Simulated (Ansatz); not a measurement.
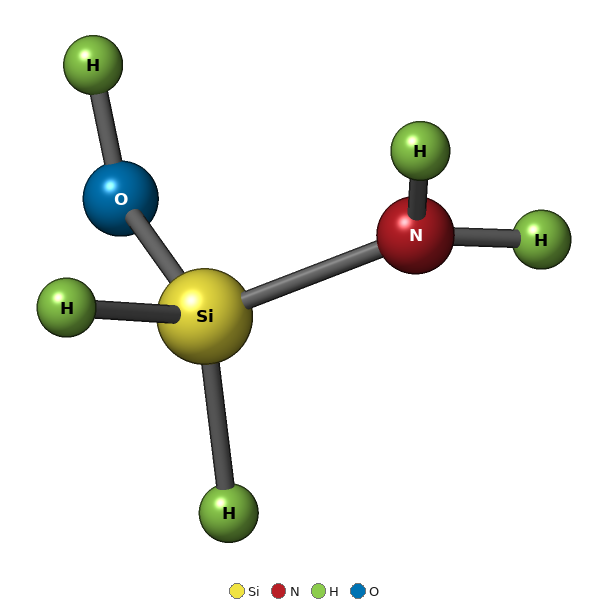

Harmonic vibrations computed with RKS PBE0-D4/def2-TZVP (Ansatz 0.2.0) at a stationary point of the same level.

Is this a minimum or a saddle point?

A minimum: no imaginary frequency, and the lowest mode lies at 120 cm⁻¹.

List the wavenumbers.

18 modes: 120, 266, 296, 355, 553, 747, 821, 871, 892, 921, 946, 957, 1580, 2216, 2260, 3627, 3725, 3920 cm⁻¹.
